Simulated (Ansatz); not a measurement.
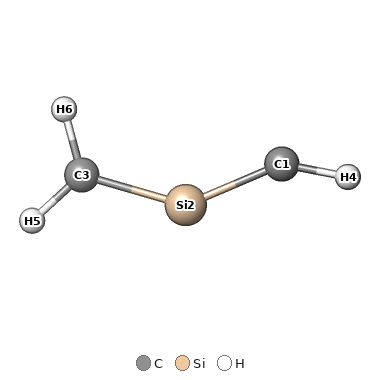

The system is C2H3Si, SMILES C#[Si][CH2], spin multiplicity 2; the picture shows the reference structure. 
- The first coordinate is: angle H5–C3–Si2; the second: angle H6–C3–Si2.
- Nothing is relaxed (all other coordinates rigid).
- Grid: 9 × 9 points.
- Energies are in kJ/mol, from the relaxed molecule at the same level.
- All numbers below come from Ansatz 0.2.0, UKS PBE0-D4/def2-TZVP.

Its coordinates:

| atom | x (Å) | y (Å) | z (Å) |
| --- | --- | --- | --- |
| C | -1.5303 | -0.9724 | -0.4791 |
| Si | -0.0800 | -0.1329 | -0.5545 |
| C | 1.0551 | 0.6916 | 0.4671 |
| H | -2.2873 | -1.5027 | -1.0357 |
| H | 1.9470 | 1.1534 | 0.0654 |
| H | 0.8955 | 0.7630 | 1.5367 |

Range: angle H5–C3–Si2 from 76.6 to 166.6°; angle H6–C3–Si2 from 96.1 to 146.1°.

What will the energy surface look like?

Answer. The lowest grid point is at angle H5–C3–Si2 = 121.6°, angle H6–C3–Si2 = 121.1°, 0 kJ/mol from the relaxed molecule at the same level. It is the only kind of minimum in the scanned range. The highest grid point, angle H5–C3–Si2 = 166.6°, angle H6–C3–Si2 = 146.1°, lies 320 kJ/mol above the lowest. Round the minimum the valley is strongly tilted: raising angle H5–C3–Si2 shifts the best value of angle H6–C3–Si2 downwards (coupling k₁₂/√(k₁₁k₂₂) about 0.6).

| angle H6–C3–Si2 ↓, angle H5–C3–Si2 → | 76.6 | 87.8 | 99.1 | 110.3 | 121.6 | 132.8 | 144.1 | 155.3 | 166.6 |
| --- | --- | --- | --- | --- | --- | --- | --- | --- | --- |
| 146.1 | 106 | 55 | 28 | 23 | 40 | 78 | 137 | 215 | 320 |
| 139.8 | 112 | 56 | 24 | 13 | 23 | 52 | 102 | 170 | 258 |
| 133.6 | 120 | 61 | 24 | 7 | 10 | 32 | 73 | 132 | 209 |
| 127.3 | 131 | 69 | 27 | 6 | 3 | 18 | 51 | 100 | 167 |
| 121.1 | 144 | 80 | 35 | 9 | 0 | 9 | 34 | 76 | 134 |
| 114.8 | 158 | 94 | 46 | 16 | 2 | 5 | 24 | 57 | 106 |
| 108.6 | 174 | 110 | 61 | 28 | 10 | 7 | 19 | 46 | 86 |
| 102.3 | 191 | 128 | 79 | 43 | 22 | 14 | 20 | 40 | 73 |
| 96.1 | 208 | 148 | 99 | 63 | 38 | 27 | 27 | 41 | 66 |

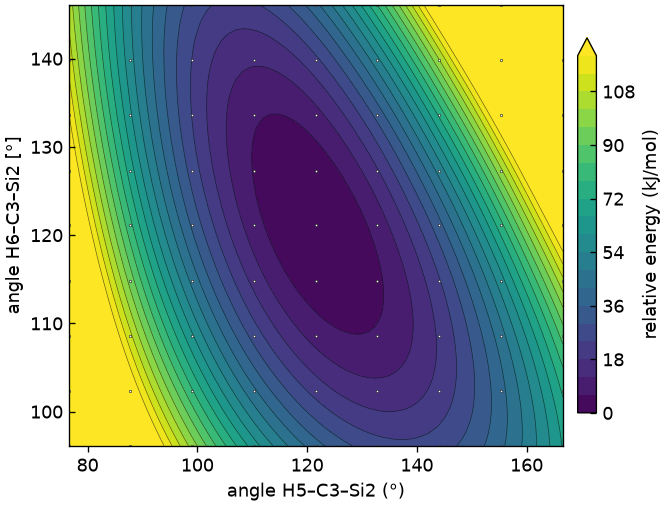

The picture shows filled contours, dots at the grid points, one colour for all values above the top of the scale. Between grid points the surface is interpolated.

Each point was launched as `ansatz run input.yaml --threads 1 --pin off --max-ram 2560MiB --backend cpu --events-out ev --progress --plain --runs-dir out`. The whole map (81 points run) took 11 min on 1 thread of Intel(R) Xeon(R) Platinum 8259CL CPU @ 2.50GHz (Skylake/Cascade Lake), on a shared host.
